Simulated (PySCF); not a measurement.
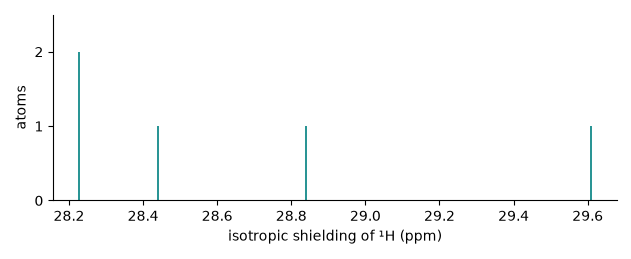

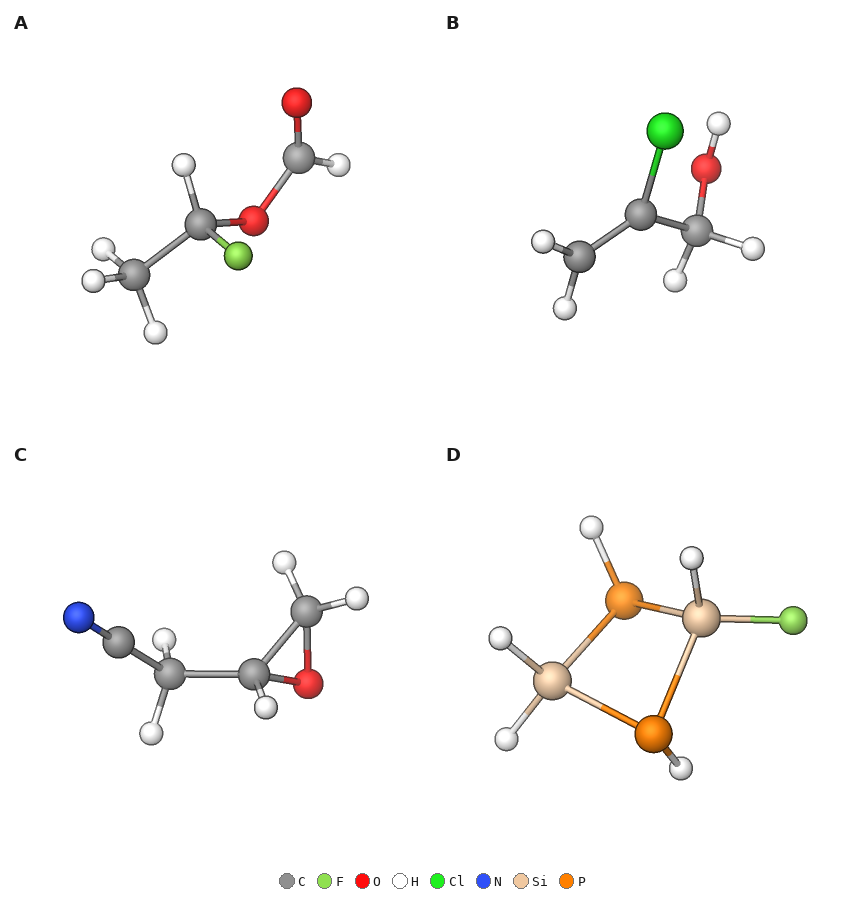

The sticks are computed shieldings of one of the molecules, for one fixed geometry (PBE0-D3(BJ)/def2-SVP) without averaging over rotations. Low shielding means a high chemical shift. Method: GIAO PBE/pcSseg-2 NMR shielding, non-relativistic, gas phase (PySCF 2.14.0).

> Which molecule gives this pattern?

C, `N#CC[C@@H]1CO1`. Its 5 H atoms give lines at 28.23 (2 atoms), 28.44, 28.84, 29.61 ppm.
